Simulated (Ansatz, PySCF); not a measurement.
Breaking a bond: LiBr, singlet.

Computed with: RCCSDT(Q) = Ansatz (a quantum-chemistry and plane-wave program) with CCSDT(Q) on RHF/cc-pVDZ, cores with 3d frozen; RKS-PBE = restricted PBE/cc-pVDZ in Ansatz; RCCSDT = CCSDT on RHF/cc-pVDZ, cores with 3d frozen run with Ansatz; RKS-B3LYP/3-21G = restricted B3LYP/3-21G (PySCF).

Energies are in mEh, each relative to the lowest point of its own curve near equilibrium.

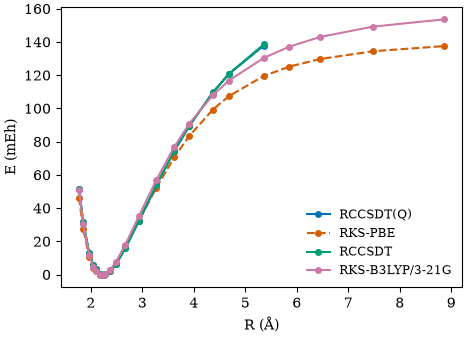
*Energy against bond length for each method.*

```csv
R / Å,RCCSDT(Q),RKS-PBE,RCCSDT,RKS-B3LYP/3-21G
1.77,51.8,46.3,51.7,51.2
1.85,31.6,27.6,31.6,30.7
1.97,12.7,10.3,12.7,11.6
2.05,5.6,4.0,5.6,4.6
2.09,3.2,2.1,3.2,2.4
2.17,0.5,0.0,0.5,0.0
2.26,0.0,0.0,0.0,0.0
2.27,0.1,0.1,0.1,0.1
2.38,2.3,2.8,2.3,3.0
2.49,6.4,7.2,6.4,7.8
2.67,15.8,16.5,15.8,18.0
2.93,32.0,32.1,32.0,35.0
3.27,53.7,52.3,53.8,56.9
3.62,74.3,70.6,74.4,76.9
3.91,89.4,83.4,89.5,90.7
4.37,109.6,99.3,109.7,108.0
4.68,120.6,107.4,120.8,116.7
5.36,137.8,119.5,138.5,130.4
5.85,—,125.1,—,137.1
6.45,—,129.7,—,143.0
7.48,—,134.4,—,149.2
8.86,—,137.5,—,153.6
```

At the longest distance, 8.86 Å, RKS-B3LYP/3-21G lies highest above its minimum (153.6 mEh) and RKS-PBE lowest (137.5 mEh).

Dashes: no converged value, or the column stops at the first point that the program doubted or that broke a chosen test of continuity, which isn't proof of a fault.

The T1 diagnostic of CCSD on the restricted reference of RCCSDT(Q), RCCSDT exceeds 0.045 at 5.36 to 8.86 Å. The restricted form behind RKS-PBE, RKS-B3LYP/3-21G keeps the bonding electrons paired and can't separate into open-shell fragments.
